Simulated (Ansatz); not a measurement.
Cost and result by functional for the surface energy of the (310) surface of fcc Ag in its 1x1 cell, outermost plane spacing 0.66 Å in the ideal cut, in Ansatz (plane waves, PAW). Single points on the PBE structure, on one kind of machine; costs are rough ratios of the slab run's core time (references not counted) to the cheapest single point. r2SCAN's cost holds its higher cutoff (500 against 420 eV). Differences are taken against r2SCAN for comparison alone: no measured value is at hand, so the table doesn't rank accuracy.

Model: 17-atom slab, 10.5 Å thick at the start (thin: gaps and levels are the slab's own), 9x6x1 mesh, Fermi-Dirac 0.1 eV, dipole correction, all atoms relaxed; symmetry of the start imposed; no spin, no spin-orbit, no U. These notes are the PBE run's.

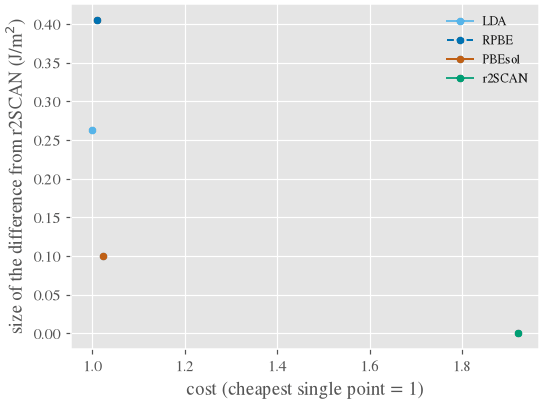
Figure: Difference from r2SCAN against cost

| functional | relative cost | surface energy (J/m²) | less r2SCAN (J/m²) |
|---|---|---|---|
| LDA | 1 | 1.36 | 0.26 |
| RPBE | 1 | 0.69 | -0.41 |
| PBEsol | 1 | 1.20 | 0.10 |
| r2SCAN | 2 | 1.10 | 0.00 |
| PBE (the relaxed run's value) | – | 0.91 | -0.19 |

The values span 0.67 J/m², while the single points' costs differ by a factor of roughly 2. Differences are of unrounded values.

Ansatz is a quantum-chemistry and plane-wave program.
